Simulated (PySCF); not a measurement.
**C$_{2}$H$_{4}$S, SMILES `C1SC1`: what the electrons do**

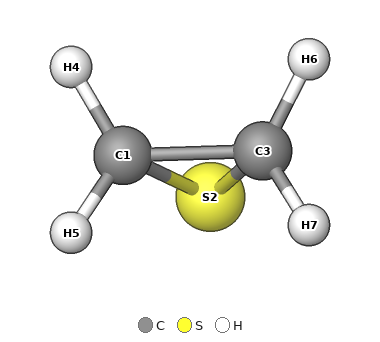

The molecule, with its atoms numbered as below. No frequency check shows the geometry to be a minimum.

Geometry (Å), atoms numbered from 1:

```
C1       0.7866   -0.7401    0.0000
S2      -0.8535   -0.0000   -0.0000
C3       0.7866    0.7400    0.0000
H4       1.0542   -1.2598    0.9098
H5       1.0545   -1.2596   -0.9098
H6       1.0540    1.2600    0.9098
H7       1.0543    1.2598   -0.9098
```

Part 1: Bonding charge

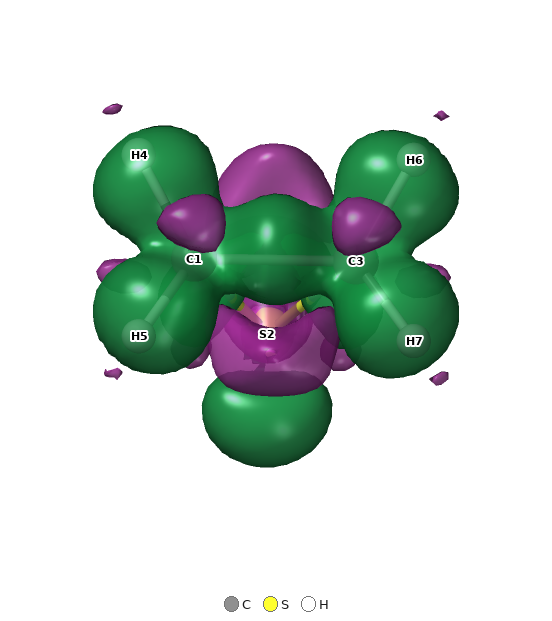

Deformation density (molecule less spherical, spin-averaged free atoms at the same positions), surfaces at ±0.08 e/Å³; green: gain, purple: loss.

Computed with PySCF, HF/cc-pVDZ, geometry: GFN2-xTB.

**Describe the bonding that the map shows.**

C1–H5, C1–H4, C3–H7 and C3–H6: +0.72 e/Å³ at the bond critical point (bond length 1.08 Å, Mayer order 1.0). C1–C3: +0.51 e/Å³ at the bond critical point (bond length 1.48 Å, Mayer order 1.0). C1–S2 and S2–C3: +0.15 e/Å³ at the bond critical point (bond length 1.80 Å, Mayer order 1.0). In all, 1.6 electrons gather in the regions of gain relative to the promolecule.

**Where do the Hirshfeld charges lie?**

The highest Hirshfeld charge is on H4, H5, H6 and H7 (+0.06 e), the lowest on S2 (−0.10 e).

Part 2: Bond critical points

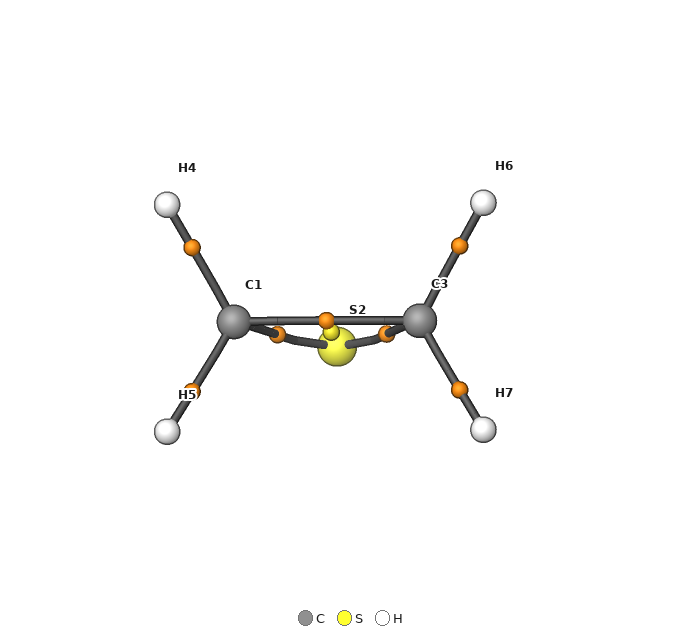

Molecular graph of the electron density (QTAIM): bond paths, bond critical points (orange), ring points (yellow, if any); weak paths are dashed.

**How many critical points of each kind are there, and does the count close?**

7 nuclei, 7 bond, 1 ring and 0 cage critical points: 7 − 7 + 1 − 0 = 1, as the Poincaré–Hopf relation requires.

**Tabulate density, Laplacian, ellipticity and energy density at the bond critical points (atomic units).**

```tsv
bond	length (Å)	ρ (a.u.)	∇²ρ (a.u.)	ε	H (a.u.)
C1–H5 (4 alike)	1.081	0.289	−1.13	0.02	−0.321
C1–C3	1.480	0.264	−0.61	0.21	−0.229
C1–S2 (2 alike)	1.799	0.173	−0.26	0.39	−0.137
```

**What kind of interaction is C1–H5?**

Shared-shell (covalent): ρ = 0.289, ∇²ρ = −1.13, H = −0.321 a.u.

Part 3: Local ionisation energy

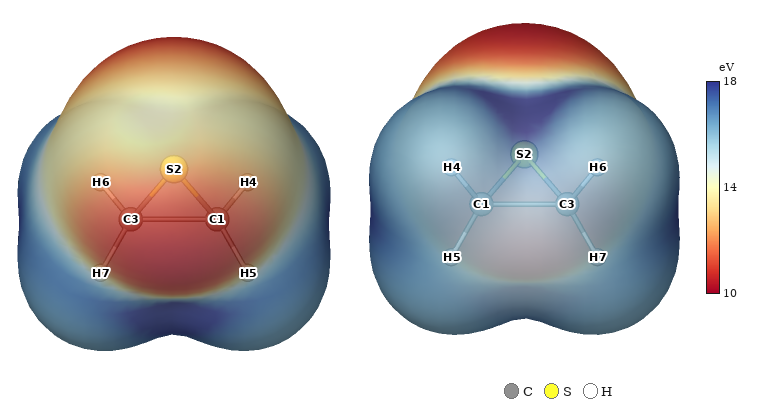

Average local ionisation energy on the surface of electron density 0.001 a.u. (back view left, front view right).

**Locate the minima of the map.**

The lowest value is 10.4 eV, 2.3 Å from S2, and at like points elsewhere. Further minima include 15.0 eV, off the C1–C3 bond (2.1 Å from its atoms). For comparison, the highest occupied orbital lies at −9.3 eV.

Part 4: Excited states

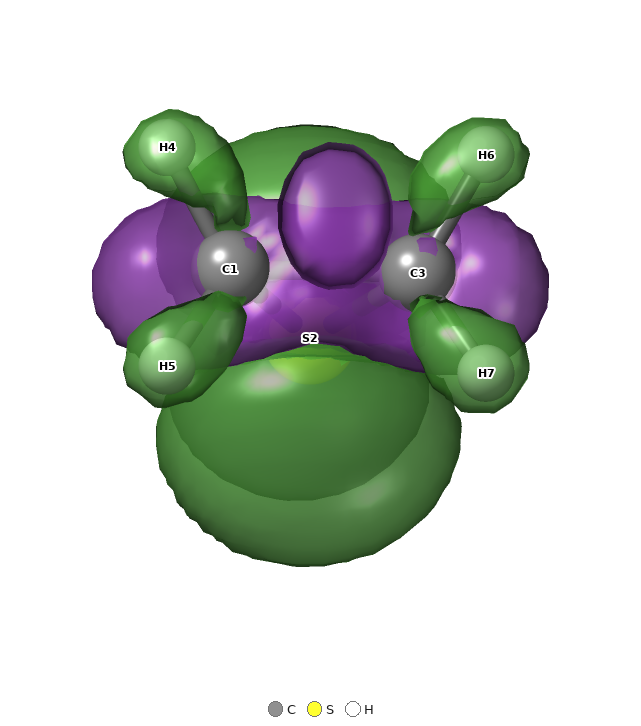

Unrelaxed difference density of S₂ less the ground state (TDA singlet states), ±0.015 e/Å³; purple: gain, green: loss.

Computed with PySCF, CAM-B3LYP/cc-pVTZ, geometry: GFN2-xTB. Without diffuse functions Rydberg states are missing, so the states' numbers hold for this basis only.

**How does the charge move on excitation?**

0.71 e is displaced in all, of which about 0.4 e passes between atoms: S2 (0.42 e) loses electrons and C1 and C3 (0.10 e each) and H4, H5, H6 and H7 (0.06 e each) gain them. The state: 6.66 eV (186 nm), f = 0.002 (very weak), partly diffuse acceptor orbital, which a basis without diffuse functions describes poorly; the leading pair carries 99 %; hole on S2 (82 %) and C1 and C3 (5 % each), electron on S2 (39 %), C1 and C3 (15 % each) and H4, H5, H6 and H7 (8 % each) (atom shares of so diffuse an orbital are rough); their centroids lie 0.9 Å apart.

Part 5: In an electric field

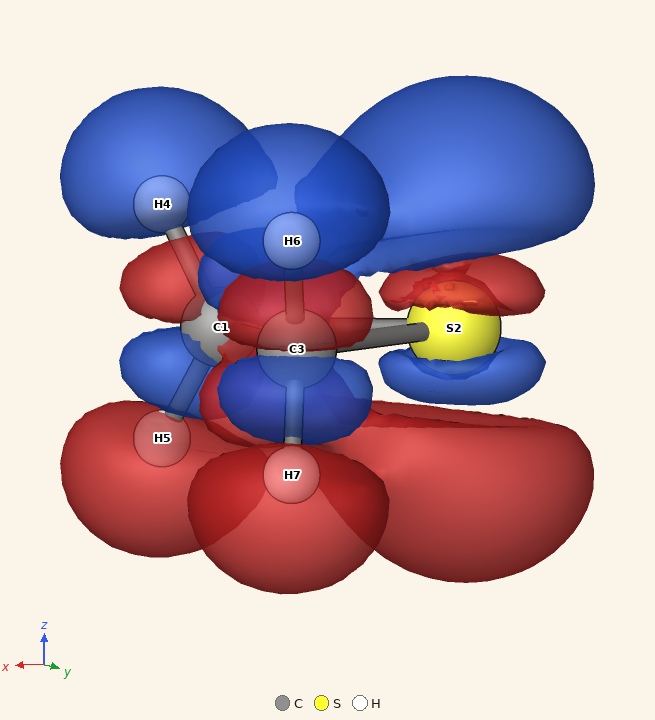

Change of the electron density in a uniform field of 0.26 V/Å, surfaces at ±0.0015 e/Å³ (red: gain, blue: loss).

Method: B3LYP/def2-SVPD; geometry: GFN2-xTB; program: PySCF.

**Along which Cartesian direction does the field point?**

Along +z: electrons gather on the −z side, against the field.

**What dipole is induced, and what polarisability does it imply?**

The induced dipole is 0.49 D (along the field); α along this axis, from the fields in both directions, is 38 bohr³ (5.7 Å³).

**Which atoms gain and lose the most charge?**

Electrons gather most on H5 and H7 alike (Hirshfeld charge changes by −0.008 e) and leave H4 and H6 alike most (+0.007 e); 0.048 electrons are displaced in all.

The PySCF runs shown took 1.6 s, 2.7 min and 15 s on 1 thread of AMD EPYC 7R43 64-Core Processor (Zen 3), on a shared host.
